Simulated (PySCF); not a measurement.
## Two runs on BHF$_{2}$

System: BHF$_{2}$.
Method of run 1: RKS PBE0-D4/def2-TZVPP, density fitting (PySCF 2.14.0).

The geometry comes from this level: PBE0-D4/def2-TZVP. Text and figures count atoms from 1; the logs count them from 0 in places.

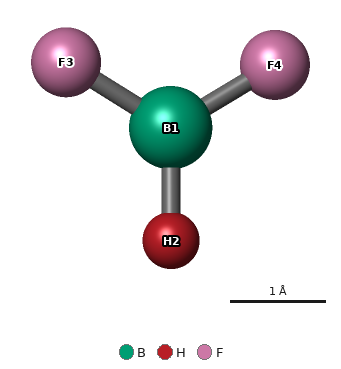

Fig. 1: The structure as given in the input (ball-and-stick view, seen at a tilt; atoms are numbered from 1 in the order of the input).

**The input, run 1**
```python
import json, numpy as np
from pyscf import gto, scf, dft, mp, cc
EV, BOHR = 27.211386245988, 0.529177210903
mol = gto.M(atom="""
B -0.775295 -0.356484 -1.350711
H -0.151519 -0.074902 -2.325331
F -1.697409 0.451804 -0.880813
F -0.560660 -1.484976 -0.714196
""", basis="def2-tzvpp", charge=0, spin=0, max_memory=8670, verbose=0)
def mean_field(mol, dm=None):
    mf = dft.RKS(mol, xc="pbe0").density_fit()
    mf.conv_tol = 1e-9; mf.grids.level = 4
    mf.kernel(dm0=dm)
    if not mf.converged: mf = mf.newton().run(mf.mo_coeff, mf.mo_occ)
    assert mf.converged
    return mf
def d4(mol):
    from pyscf.dispersion.dftd4 import DFTD4Dispersion
    real = gto.M(atom=[(mol.atom_pure_symbol(i), mol.atom_coord(i)) for i in range(4)], unit='B', charge=mol.charge, spin=None, basis='def2-svp', verbose=0)
    r = DFTD4Dispersion(real, xc="pbe0", atm=True).get_dispersion(grad=True); return r["energy"], r["gradient"]
def energy_and_gradient(mol, dm=None):
    mf = mean_field(mol, dm); e, g = d4(mol)
    return mf, (mf.e_tot + e) * EV, (mf.nuc_grad_method().kernel()[:4] + g) * EV / BOHR
out = {}
mf = mean_field(mol); e = d4(mol)[0]
out.update(energy=(mf.e_tot + e) * EV, converged=True, dispersion=e * EV)
out['s2'] = mf.spin_square()[0]; out['nelec'] = mol.nelec
print(f"Total energy {out['energy']:.6f} eV, <S^2> {out['s2']:.4f}")
json.dump(out, open("out.json", "w"), default=float)
```

Command:
```bash
OMP_NUM_THREADS=4 python run.py
```

Hardware: 4 threads of AMD EPYC, 180 GiB of memory available, shared host.

**Output (run 1)**
```
Total energy -6125.873974 eV, <S^2> 0.0000
```

The input of run 2 differs as follows (lines with − go, lines with + come):
```diff
-    mf = dft.RKS(mol, xc="pbe0").density_fit()
+    mf = dft.RKS(mol, xc="pbe").density_fit()
-    r = DFTD4Dispersion(real, xc="pbe0", atm=True).get_dispersion(grad=True); return r["energy"], r["gradient"]
+    r = DFTD4Dispersion(real, xc="pbe", atm=True).get_dispersion(grad=True); return r["energy"], r["gradient"]
```

What does this change do to the results?

The total energies belong to different models, so their difference says nothing on which is more stable or more accurate. The functional changes from PBE0 to PBE.

**Output (run 2)**
```
Total energy -6125.707301 eV, <S^2> 0.0000
```

**The two runs side by side**

| quantity | run 1 | run 2 |
| --- | --- | --- |
| outcome | converged | converged |
| total energy (hartree) | −225.121716 | −225.115591 |
| basis functions | 107 | 107 |
| wall time (shared host) | 5.6 s | 6.9 s |
